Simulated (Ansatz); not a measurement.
# BSiH₃ (triplet): wave-function methods side by side at a displaced geometry (v1), cc-pVDZ

How much of the correlation energy of BSiH₃ (triplet) does each wave-function method recover here?

Method: cc-pVDZ, core rule «outside noble gas», up to 6 orbitals frozen; program: Ansatz 0.2.0, Gaussian basis.

The runs, in order: UHF; CCSD(T) on ROHF; CCSD(T) on UHF; BCCD(T) on ROHF; CISD; CCSDT(Q) on ROHF; CCSDT(Q) on UHF.

23 further runs of the same task are left out: 3 for a known fault of the program, 7 that didn't finish, 13 set aside as unsound or not needed.

### 1 The system

The geometry is a PBE0/def2-TZVP stationary point (not a proven minimum) with its atoms shifted at random (size 0.040 Å).

5 atoms, charge 0, spin multiplicity 3.

Atoms are counted from 1 here; the program's logs count them from 0.

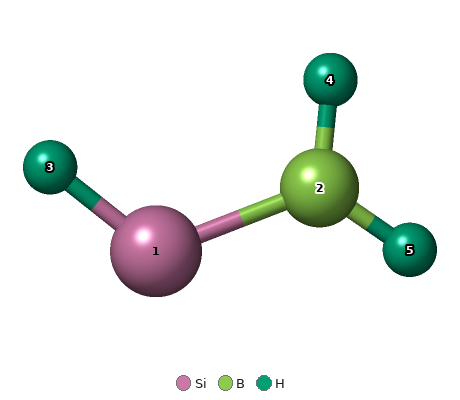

The geometry (silicon pink, boron green, hydrogen teal); atoms are numbered from 1 in the order of the file.

### 2 UHF

in.yaml reads:

```yaml
crystal:
  periodic: [false, false, false]
  atoms:
    - {symbol: Si, position_ang: [0.002777, -0.082245, 0.602380]}
    - {symbol: B, position_ang: [0.001943, 0.077489, -1.337625]}
    - {symbol: H, position_ang: [0.049907, 1.141853, 1.470483]}
    - {symbol: H, position_ang: [-0.052869, 1.185622, -1.795787]}
    - {symbol: H, position_ang: [-0.095254, -0.866907, -2.112430]}
basis:
  gaussian: {orbitals: cc-pVDZ}
magnetization: {spin_polarized: true, initial_magnetization: 2}
hamiltonian: {xc: hf}
output: {orbitals: {seedname: orbitals}}
```

The run is started by

```bash
$ ansatz run in.yaml --threads 1 --pin off --events-out ev --progress --plain --max-ram 2393MiB
```

After this run come: CCSD(T) on ROHF; CCSD(T) on UHF; BCCD(T) on ROHF; CISD; CCSDT(Q) on ROHF; CCSDT(Q) on UHF.

Q: Predict the results of all the runs planned. Wanted: UCCSDT(Q) below the RHF energy; RMP2 from UCCSDT(Q); UMP2 from UCCSDT(Q); RCCSD from UCCSDT(Q); RCCSD(T) from UCCSDT(Q); UCCSD(T) from UCCSDT(Q); RCCSDT(Q) from UCCSDT(Q); T1 diagnostic.

The runs gave:

| quantity | value |
| --- | --- |
| UCCSDT(Q) below the RHF energy | -5.3803 eV |
| RMP2 from UCCSDT(Q) | +115.8 kJ/mol |
| UMP2 from UCCSDT(Q) | +116.1 kJ/mol |
| RCCSD from UCCSDT(Q) | +18.2 kJ/mol |
| RCCSD(T) from UCCSDT(Q) | +4.1 kJ/mol |
| UCCSD(T) from UCCSDT(Q) | +4.1 kJ/mol |
| RCCSDT(Q) from UCCSDT(Q) | +0.1 kJ/mol |
| levels within 1 kcal/mol (43 meV) | RCCSD(T), UCCSD(T), BCCD(T), RCCSDT, UCCSDT, RCCSDT(Q) |
| T1 diagnostic | 0.027 |

**Reading.** RCCSD(T) lands +4.1 kJ/mol from the yardstick (0.8 % of the correlation energy). These misses are within one basis, not against nature; the frozen cores of restricted and unrestricted runs differ, which can shift their rows.
